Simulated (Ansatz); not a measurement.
# Molecular dynamics of SiH6O2 (part 3 of 3)

The same run, continued: SiH6O2; RKS PBE0-D4/def2-SVP (Ansatz 0.2.0). 

Geometry of the input (Å):
```
O  -0.2058  0.0638  -2.2036
H  0.4210  -0.5801  -2.5423
H  -1.0788  -0.2864  -2.3965
Si 0.1495  -0.0164  1.5415
O  0.2533  1.1092  0.3602
H  1.1378  -1.1203  1.3601
H  0.4208  0.6708  2.8270
H  -1.2010  -0.6491  1.6039
H  0.1031  0.8087  -0.5504
```

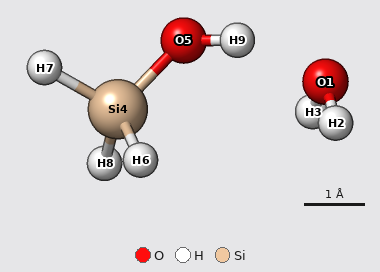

Figure 1. The geometry at step 33 of the log (ball-and-stick view, seen at a tilt; atoms are numbered from 1 in the order of the input).

Trajectory as extended XYZ, continued
```
9
Properties=species:S:1:pos:R:3:forces:R:3 step=25 time_fs=25.0 energy=-12056.59555 temperature=294.6
O    -0.1114    0.0840   -2.1049   -0.6678  -1.1440   0.2249
H     0.1970   -0.8124   -2.3531   -0.0560   0.7000   0.1478
H    -0.9832   -0.1085   -1.6936    0.5739   0.2893  -0.5280
Si    0.1487   -0.0229    1.4917    1.1542  -0.6474   0.3191
O     0.1381    1.1229    0.3071    0.1815  -0.7143  -1.2301
H     0.8473   -1.3495    1.0994   -0.3946   0.5882  -0.1299
H     1.0406    0.4609    2.6125   -0.5330  -0.0141  -0.0199
H    -1.2194   -0.4280    1.9121   -0.1395   0.1100   0.1890
H     0.2755    0.7242   -0.6123   -0.1187   0.8322   1.0269
9
Properties=species:S:1:pos:R:3:forces:R:3 step=26 time_fs=26.0 energy=-12056.58612 temperature=283.4
O    -0.1080    0.0813   -2.1011   -0.7372   1.1198   0.4813
H     0.1719   -0.7816   -2.3310    0.8123  -1.5175  -0.5209
H    -0.9610   -0.0974   -1.6872   -0.2436   0.2336  -0.1469
Si    0.1485   -0.0234    1.4892    1.3170  -0.6453   0.2646
O     0.1343    1.1222    0.3068    0.0996  -0.4739  -0.9010
H     0.8340   -1.3550    1.0928   -0.3942   0.5844  -0.1374
H     1.0603    0.4583    2.5906   -0.5135  -0.0070   0.0449
H    -1.2093   -0.4127    1.9207   -0.3079   0.0634   0.2525
H     0.2712    0.7408   -0.6060   -0.0325   0.6424   0.6630
9
Properties=species:S:1:pos:R:3:forces:R:3 step=27 time_fs=27.0 energy=-12056.51678 temperature=220.3
O    -0.1050    0.0793   -2.0970   -0.4746   2.8789   0.4918
H     0.1546   -0.7652   -2.3140    1.3957  -3.2001  -0.9898
H    -0.9412   -0.0841   -1.6821   -1.1031   0.1503   0.2790
Si    0.1489   -0.0240    1.4867    1.3444  -0.5981   0.2052
O     0.1306    1.1212    0.3060   -0.0418  -0.0857  -0.1607
H     0.8169   -1.3549    1.0849   -0.3545   0.5079  -0.1584
H     1.0751    0.4556    2.5692   -0.4587   0.0129   0.1322
H    -1.2020   -0.3968    1.9318   -0.4159   0.0353   0.2942
H     0.2665    0.7635   -0.5934    0.1084   0.2987  -0.0934
9
Properties=species:S:1:pos:R:3:forces:R:3 step=28 time_fs=28.0 energy=-12056.54068 temperature=242.4
O    -0.1024    0.0790   -2.0926    0.1464   2.2438   0.0661
H     0.1506   -0.7795   -2.3063    1.1209  -2.4917  -0.7747
H    -0.9319   -0.0693   -1.6744   -1.4567   0.0785   0.4641
Si    0.1497   -0.0249    1.4843    1.2186  -0.5009   0.1483
O     0.1269    1.1202    0.3051   -0.2089   0.3325   0.7542
H     0.7964   -1.3500    1.0755   -0.2792   0.3588  -0.1914
H     1.0855    0.4530    2.5489   -0.3734   0.0396   0.2359
H    -1.1988   -0.3806    1.9457   -0.4359   0.0290   0.3041
H     0.2629    0.7891   -0.5816    0.2682  -0.0896  -1.0067
9
Properties=species:S:1:pos:R:3:forces:R:3 step=29 time_fs=29.0 energy=-12056.60964 temperature=310.6
O    -0.0996    0.0801   -2.0882    0.4885   0.0320  -0.3654
H     0.1573   -0.8177   -2.3061    0.3314  -0.2373  -0.1401
H    -0.9365   -0.0537   -1.6622   -1.0131   0.0471   0.2432
Si    0.1509   -0.0259    1.4820    0.9525  -0.3538   0.1075
O     0.1230    1.1193    0.3046   -0.3192   0.5765   1.2780
H     0.7732   -1.3416    1.0642   -0.1762   0.1461  -0.2332
H     1.0924    0.4508    2.5309   -0.2682   0.0649   0.3443
H    -1.1997   -0.3641    1.9625   -0.3617   0.0404   0.2783
H     0.2618    0.8139   -0.5795    0.3660  -0.3159  -1.5126
9
Properties=species:S:1:pos:R:3:forces:R:3 step=30 time_fs=30.0 energy=-12056.60715 temperature=311.7
O    -0.0965    0.0812   -2.0839    0.2386  -1.7927  -0.4439
H     0.1672   -0.8581   -2.3073   -0.3269   1.6169   0.3856
H    -0.9509   -0.0377   -1.6477   -0.1075   0.0370  -0.2171
Si    0.1524   -0.0271    1.4797    0.5932  -0.1682   0.0993
O     0.1190    1.1188    0.3049   -0.2979   0.5394   0.9521
H     0.7483   -1.3318    1.0506   -0.0597  -0.1052  -0.2781
H     1.0967    0.4493    2.5162   -0.1585   0.0795   0.4405
H    -1.2041   -0.3471    1.9820   -0.2109   0.0607   0.2198
H     0.2643    0.8357   -0.5918    0.3296  -0.2674  -1.1582
9
Properties=species:S:1:pos:R:3:forces:R:3 step=31 time_fs=31.0 energy=-12056.56157 temperature=267.5
O    -0.0933    0.0812   -2.0800   -0.2478  -2.6017  -0.2993
H     0.1740   -0.8831   -2.3047   -0.6567   2.4761   0.6425
H    -0.9663   -0.0212   -1.6352    0.7084   0.0123  -0.6270
Si    0.1541   -0.0283    1.4774    0.2111   0.0312   0.1321
O     0.1147    1.1187    0.3058   -0.1697   0.3546   0.0130
H     0.7228   -1.3230    1.0344    0.0499  -0.3510  -0.3157
H     1.0994    0.4485    2.5057   -0.0628   0.0750   0.5038
H    -1.2105   -0.3296    2.0036   -0.0174   0.0799   0.1375
H     0.2699    0.8549   -0.6153    0.1850  -0.0766  -0.1870
9
Properties=species:S:1:pos:R:3:forces:R:3 step=32 time_fs=32.0 energy=-12056.54683 temperature=253.9
O    -0.0902    0.0797   -2.0762   -0.6291  -2.4606  -0.1186
H     0.1746   -0.8845   -2.2960   -0.6835   2.4100   0.6522
H    -0.9749   -0.0047   -1.6287    1.1197  -0.0358  -0.8220
Si    0.1559   -0.0295    1.4752   -0.1204   0.2053   0.2001
O     0.1104    1.1187    0.3067   -0.0235   0.2098  -0.9286
H     0.6978   -1.3176    1.0152    0.1302  -0.5343  -0.3310
H     1.1016    0.4484    2.5000    0.0029   0.0468   0.5162
H    -1.2171   -0.3113    2.0266    0.1811   0.0911   0.0428
H     0.2772    0.8734   -0.6405    0.0225   0.0678   0.7891
9
Properties=species:S:1:pos:R:3:forces:R:3 step=33 time_fs=33.0 energy=-12056.59003 temperature=297.3
O    -0.0875    0.0766   -2.0724   -0.8005  -1.3797   0.0397
H     0.1685   -0.8627   -2.2811   -0.4175   1.4044   0.4249
H    -0.9728    0.0115   -1.6301    1.0317  -0.0922  -0.7588
Si    0.1577   -0.0306    1.4730   -0.3469   0.3113   0.2839
O     0.1060    1.1189    0.3070    0.0765   0.1732  -1.4874
H     0.6740   -1.3173    0.9927    0.1645  -0.6045  -0.3079
H     1.1038    0.4488    2.4992    0.0303  -0.0046   0.4686
H    -1.2219   -0.2921    2.0500    0.3527   0.0911  -0.0531
H     0.2848    0.8926   -0.6583   -0.0910   0.1009   1.3901
9
Properties=species:S:1:pos:R:3:forces:R:3 step=34 time_fs=34.0 energy=-12056.62432 temperature=329.4
O    -0.0853    0.0728   -2.0687   -0.7644   0.6671   0.1714
H     0.1585   -0.8275   -2.2620    0.1422  -0.5967  -0.0285
H    -0.9609    0.0269   -1.6388    0.4450  -0.1342  -0.4487
Si    0.1594   -0.0317    1.4709   -0.4476   0.3252   0.3580
O     0.1017    1.1192    0.3065    0.1011   0.2313  -1.5409
H     0.6517   -1.3227    0.9673    0.1504  -0.5394  -0.2368
H     1.1063    0.4491    2.5029    0.0225  -0.0730   0.3653
H    -1.2234   -0.2720    2.0729    0.4749   0.0798  -0.1405
H     0.2916    0.9128   -0.6627   -0.1242   0.0399   1.5007
9
Properties=species:S:1:pos:R:3:forces:R:3 step=35 time_fs=35.0 energy=-12056.58046 temperature=289.4
O    -0.0836    0.0693   -2.0648   -0.4314   2.9251   0.1615
H     0.1498   -0.7980   -2.2432    0.7673  -2.8468  -0.5093
H    -0.9446    0.0410   -1.6517   -0.5008  -0.1511   0.0254
Si    0.1609   -0.0326    1.4690   -0.4340   0.2577   0.3977
O     0.0974    1.1196    0.3050    0.0279   0.3589  -1.0476
H     0.6308   -1.3334    0.9396    0.1006  -0.3578  -0.1211
H     1.1091    0.4487    2.5101   -0.0079  -0.1489   0.2231
H    -1.2203   -0.2511    2.0945    0.5339   0.0575  -0.2103
H     0.2971    0.9334   -0.6528   -0.0557  -0.0947   1.0807
9
Properties=species:S:1:pos:R:3:forces:R:3 step=36 time_fs=36.0 energy=-12056.55869 temperature=270.5
O    -0.0821    0.0676   -2.0609    0.3477   3.3693  -0.2033
H     0.1484   -0.7956   -2.2293    0.8639  -3.2892  -0.5724
H    -0.9332    0.0536   -1.6645   -1.3592  -0.1640   0.4374
Si    0.1622   -0.0334    1.4672   -0.3362   0.1483   0.3861
O     0.0931    1.1203    0.3028   -0.1604   0.5308  -0.0312
H     0.6109   -1.3475    0.9107    0.0362  -0.1095   0.0236
H     1.1117    0.4469    2.5195   -0.0434  -0.2227   0.0660
H    -1.2121   -0.2296    2.1142    0.5223   0.0251  -0.2544
H     0.3022    0.9531   -0.6325    0.1292  -0.2881   0.1481
9
Properties=species:S:1:pos:R:3:forces:R:3 step=37 time_fs=37.0 energy=-12056.60851 temperature=315.7
O    -0.0804    0.0679   -2.0570    1.0792   1.5060  -0.6821
H     0.1554   -0.8248   -2.2208    0.2846  -1.3890  -0.1644
H    -0.9347    0.0647   -1.6731   -1.4898  -0.2052   0.4973
Si    0.1635   -0.0342    1.4655   -0.1866   0.0390   0.3202
O     0.0888    1.1213    0.3007   -0.4225   0.6953   1.1985
H     0.5913   -1.3626    0.8820   -0.0227   0.1468   0.1757
H     1.1140    0.4430    2.5295   -0.0673  -0.2860  -0.0816
H    -1.1989   -0.2079    2.1314    0.4383  -0.0167  -0.2661
H     0.3085    0.9701   -0.6108    0.3868  -0.4903  -0.9974
9
Properties=species:S:1:pos:R:3:forces:R:3 step=38 time_fs=38.0 energy=-12056.60761 temperature=317.2
O    -0.0780    0.0691   -2.0536    1.0157  -0.6634  -0.7951
H     0.1650   -0.8674   -2.2139   -0.3806   0.8485   0.2656
H    -0.9505    0.0739   -1.6769   -0.7365  -0.2684   0.1730
Si    0.1646   -0.0350    1.4639   -0.0122  -0.0439   0.2109
O     0.0842    1.1226    0.2993   -0.5921   0.7632   1.9037
H     0.5714   -1.3764    0.8549   -0.0634   0.3632   0.3143
H     1.1156    0.4363    2.5388   -0.0672  -0.3333  -0.2005
H    -1.1815   -0.1862    2.1460    0.2869  -0.0656  -0.2416
H     0.3185    0.9824   -0.5986    0.5495  -0.6003  -1.6301
9
Properties=species:S:1:pos:R:3:forces:R:3 step=39 time_fs=39.0 energy=-12056.55696 temperature=267.3
O    -0.0750    0.0700   -2.0506    0.3397  -1.9347  -0.5886
H     0.1711   -0.9018   -2.2044   -0.7557   2.1778   0.4825
H    -0.9734    0.0805   -1.6790    0.3422  -0.3133  -0.2558
Si    0.1658   -0.0358    1.4624    0.1625  -0.0881   0.0751
O     0.0792    1.1245    0.2990   -0.4897   0.6868   1.5303
H     0.5510   -1.3867    0.8308   -0.0806   0.5102   0.4231
H     1.1165    0.4264    2.5461   -0.0372  -0.3619  -0.2794
H    -1.1613   -0.1652    2.1584    0.0830  -0.1176  -0.1828
H     0.3337    0.9889   -0.6019    0.4358  -0.5592  -1.2045
9
Properties=species:S:1:pos:R:3:forces:R:3 step=40 time_fs=40.0 energy=-12056.52428 temperature=234.2
O    -0.0718    0.0696   -2.0480   -0.3784  -2.2594  -0.3254
H     0.1698   -0.9155   -2.1903   -0.8160   2.5149   0.4991
H    -0.9930    0.0841   -1.6837    1.1521  -0.3082  -0.5377
Si    0.1670   -0.0366    1.4609    0.3095  -0.0874  -0.0685
O     0.0739    1.1268    0.2996   -0.1576   0.5271   0.4547
H     0.5297   -1.3921    0.8107   -0.0746   0.5762   0.4916
H     1.1171    0.4130    2.5508    0.0224  -0.3701  -0.3158
H    -1.1403   -0.1453    2.1691   -0.1463  -0.1666  -0.1003
H     0.3532    0.9902   -0.6169    0.0888  -0.4265  -0.0978
```

Summary

- outcome: finished
- mean temperature over the second half: 288 K
- trajectory: 40 steps, 40 fs
- ensemble: nvt_nose_hoover
- temperature in the input: 500 K
- time step: 1.0 fs
- potential energy (last step): −12056.5243 eV
- mean-field energy (last step): −12056.4331 eV
- dispersion energy (last step): −0.0912 eV
- SCF solution under orbital rotations (last step): stable
- largest force (length of the vector) (last step): 2.691 eV/Å
- dipole moment (last step): 2.96 D
- hardware: 4 threads of Arm Neoverse V1, 23 GiB of memory available, shared host
- wall time: 25 s (CPU time 90 s)
- peak memory: 0.45 GiB

Remarks

So short a trajectory is not equilibrated. The temperature stays far from the 500 K of the thermostat over the second half: the run isn't equilibrated.
